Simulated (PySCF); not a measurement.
# CH2GaNS (GaH2(NCS)): TPSSh/aug-cc-pVDZ

What is the vertical ionisation energy of CH2GaNS (GaH2(NCS)) at TPSSh/aug-cc-pVDZ? 

The calculation is run with PySCF 2.14.0.

**1. The system as given**

The species is CH2GaNS (6 atoms), meant as a singlet with charge 0. SMILES: `[H][Ga]([H])[N]=C=S`. The shape comes from GFN2-xTB, which is rough for such elements, and wasn't checked as a minimum.

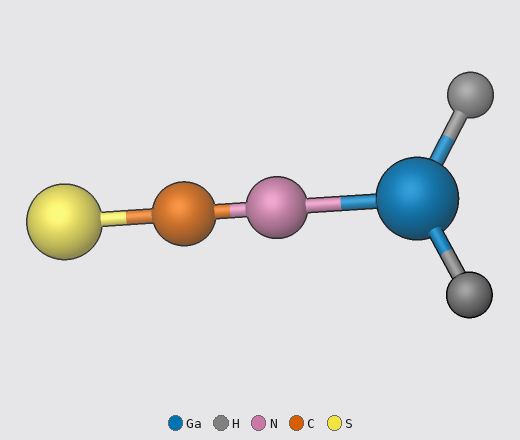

The structure, seen from a chosen angle (gallium blue, hydrogen grey, nitrogen pink, carbon orange, sulfur yellow).

**2. A single-point energy at TPSSh/aug-cc-pVDZ**

calc.py reads:

```python
# GaH2(NCS)
from pyscf import gto, dft

molecule = gto.M(
    atom='''
Ga       0.670630       1.164170      -0.002760
H        2.211160       1.060940       0.047470
H       -0.181080       2.452850      -0.032100
N       -0.249060      -0.412950      -0.020030
C       -0.842440      -1.458460      -0.004760
S       -1.609210      -2.806540       0.012170
''',
    max_memory=1860,
    basis='aug-cc-pvdz',
    verbose=4,
)

ks = dft.RKS(molecule, xc='tpssh')
ks.conv_tol = 1e-10
ks.grids.level = 4
ks.kernel()
if not ks.converged:
    ks = ks.newton().run(ks.mo_coeff, ks.mo_occ)

etot = ks.e_tot
print(f'total energy: {etot:.8f} hartree')
```

Launch:

```sh
$ OMP_NUM_THREADS=1 python calc.py
```

The log of the run:

```text
PySCF version 2.14.0

[INPUT] num. atoms = 6
[INPUT] num. electrons = 62
[INPUT] charge = 0
[INPUT] spin (= nelec alpha-beta = 2S) = 0
[INPUT] symmetry False subgroup None
[INPUT] Mole.unit = angstrom
[INPUT] Symbol           X                Y                Z      unit          X                Y                Z       unit  Magmom
[INPUT]  1 Ga     0.670630000000   1.164170000000  -0.002760000000 AA    1.267307030917   2.199962462435  -0.005215644104 Bohr   0.0
[INPUT]  2 H      2.211160000000   1.060940000000   0.047470000000 AA    4.178486817593   2.004886034596   0.089705299133 Bohr   0.0
[INPUT]  3 H     -0.181080000000   2.452850000000  -0.032100000000 AA   -0.342191606636   4.635214724639  -0.060660208599 Bohr   0.0
[INPUT]  4 N     -0.249060000000  -0.412950000000  -0.020030000000 AA   -0.470655188584  -0.780362403139  -0.037851214275 Bohr   0.0
[INPUT]  5 C     -0.842440000000  -1.458460000000  -0.004760000000 AA   -1.591980876379  -2.756089963633  -0.008995096353 Bohr   0.0
[INPUT]  6 S     -1.609210000000  -2.806540000000   0.012170000000 AA   -3.040966176911  -5.303591957637   0.022997966936 Bohr   0.0

nuclear repulsion = 254.219307037936
number of shells = 43
number of NR pGTOs = 228
number of NR cGTOs = 127
basis = aug-cc-pvdz
ecp = {}

******** <class 'pyscf.dft.rks.RKS'> ********
method = RKS
initial guess = minao
damping factor = 0
level_shift factor = 0
DIIS = <class 'pyscf.scf.diis.CDIIS'>
diis_start_cycle = 1
diis_space = 8
diis_damp = 0
SCF conv_tol = 1e-10
SCF conv_tol_grad = None
SCF max_cycles = 50
direct_scf = True
direct_scf_tol = 1e-13
XC library pyscf.dft.libxc version 7.0.0
    S. Lehtola, C. Steigemann, M. J.T. Oliveira, and M. A.L. Marques.,  SoftwareX 7, 1–5 (2018)
XC functionals = tpssh
radial grids:
    Treutler-Ahlrichs [JCP 102, 346 (1995); DOI:10.1063/1.469408] (M4) radial grids

becke partition: Becke, JCP 88, 2547 (1988); DOI:10.1063/1.454033
pruning grids: <function nwchem_prune>
grids dens level: 4
symmetrized grids: False
atomic radii adjust function: <function treutler_atomic_radii_adjust>
small_rho_cutoff = 0
Set gradient conv threshold to 1e-05
Initial guess from minao.
tot grids = 146968
init E= -2417.06983945433
  HOMO = -0.286859231171255  LUMO = -0.102900647222254  gap/eV = 5.00577
cycle= 1 E= -2417.05733608072  delta_E= 0.0125  |g|= 0.428  |ddm|= 3.41
  HOMO = -0.199283527360987  LUMO = -0.104746134851579  gap/eV = 2.57249
cycle= 2 E= -2417.01068962968  delta_E= 0.0466  |g|= 0.619  |ddm|= 1.52
  HOMO = -0.242150078284734  LUMO = -0.096113843457049  gap/eV = 3.97385
cycle= 3 E= -2417.09101710484  delta_E= -0.0803  |g|= 0.184  |ddm|= 0.753
  HOMO = -0.245979327010035  LUMO = -0.0904529127549361  gap/eV = 4.23209
cycle= 4 E= -2417.09865663366  delta_E= -0.00764  |g|= 0.0449  |ddm|= 0.274
  HOMO = -0.24283547391239  LUMO = -0.0929675361768236  gap/eV = 4.07811
cycle= 5 E= -2417.09924312184  delta_E= -0.000586  |g|= 0.0243  |ddm|= 0.0677
  HOMO = -0.242299160777931  LUMO = -0.0929360819641127  gap/eV = 4.06438
cycle= 6 E= -2417.09941311106  delta_E= -0.00017  |g|= 0.0054  |ddm|= 0.0276
  HOMO = -0.243022411000031  LUMO = -0.0928787039749923  gap/eV = 4.08562
cycle= 7 E= -2417.09942256181  delta_E= -9.45e-06  |g|= 0.000461  |ddm|= 0.00808
  HOMO = -0.242938924499901  LUMO = -0.0927835268013264  gap/eV = 4.08594
cycle= 8 E= -2417.09942262081  delta_E= -5.9e-08  |g|= 0.000116  |ddm|= 0.0014
  HOMO = -0.242943746022269  LUMO = -0.0927897492421503  gap/eV = 4.08590
cycle= 9 E= -2417.0994226256  delta_E= -4.79e-09  |g|= 2e-05  |ddm|= 0.000209
  HOMO = -0.242941245430157  LUMO = -0.0927901898839778  gap/eV = 4.08582
cycle= 10 E= -2417.09942262573  delta_E= -1.38e-10  |g|= 3.08e-06  |ddm|= 3.67e-05
  HOMO = -0.242941611243051  LUMO = -0.0927903626050517  gap/eV = 4.08582
cycle= 11 E= -2417.09942262576  delta_E= -2.32e-11  |g|= 6.9e-07  |ddm|= 5.96e-06
  HOMO = -0.24294149543576  LUMO = -0.0927902744675961  gap/eV = 4.08582
Extra cycle  E= -2417.09942262574  delta_E= 2.09e-11  |g|= 1.7e-06  |ddm|= 2.48e-06
converged SCF energy = -2417.09942262574
total energy: -2417.09942263 hartree
```

Wall time 47 s (1 thread of Arm Neoverse V1, shared host); peak memory 0.76 GiB.

**3. The doublet cation at the same level**

mol.xyz reads:

```xyz
6
CH2GaNS
Ga     0.670630     1.164170    -0.002760
H      2.211160     1.060940     0.047470
H     -0.181080     2.452850    -0.032100
N     -0.249060    -0.412950    -0.020030
C     -0.842440    -1.458460    -0.004760
S     -1.609210    -2.806540     0.012170
```

job.py reads:

```python
from pyscf import gto, dft

molecule = gto.M(
    atom='mol.xyz',
    spin=1,
    max_memory=1860,
    basis='aug-cc-pvdz',
    verbose=3,
    charge=1,
)

mf = dft.UKS(molecule)
mf.xc = 'tpssh'
mf.conv_tol = 1e-10
mf.grids.level = 4
mf.kernel()
if not mf.converged:
    mf = mf.newton().run(mf.mo_coeff, mf.mo_occ)

e_final = mf.e_tot
print('E = %.10f Eh' % e_final)
```

Launch:

```sh
$ OMP_NUM_THREADS=1 python job.py
```

The log of the run:

```text
WARN: HOMO -0.286859231171253 >= LUMO -0.286859231171256

converged SCF energy = -2416.76281672097  <S^2> = 0.76677933  2S+1 = 2.0167095
E = -2416.7628167210 Eh
```

Wall time 1.8 min (1 thread of Arm Neoverse V1, shared host); peak memory 0.79 GiB.

**4. Summary of results**

Level: TPSSh/aug-cc-pVDZ.

```
                                          quantity           value
                     singlet CH2GaNS: total energy  -2417.09942 Eh
                    singlet CH2GaNS: dipole moment          2.75 D
                      singlet CH2GaNS: HOMO energy        -6.61 eV
                      singlet CH2GaNS: LUMO energy        -2.52 eV
                    singlet CH2GaNS: HOMO–LUMO gap         4.09 eV
                      doublet cation: total energy  -2416.76282 Eh
doublet cation: HOMO energy (highest over α and β)       -13.13 eV
 doublet cation: LUMO energy (lowest over α and β)       -11.65 eV
                              doublet cation: ⟨S²⟩           0.767
vertical ionisation energy (to the doublet cation)        9.160 eV
```

What this shows: Removing an electron at fixed nuclei costs 9.16 eV (884 kJ/mol). −ε(HOMO) before ionisation, 6.61 eV, is 2.55 eV below this ionisation energy.
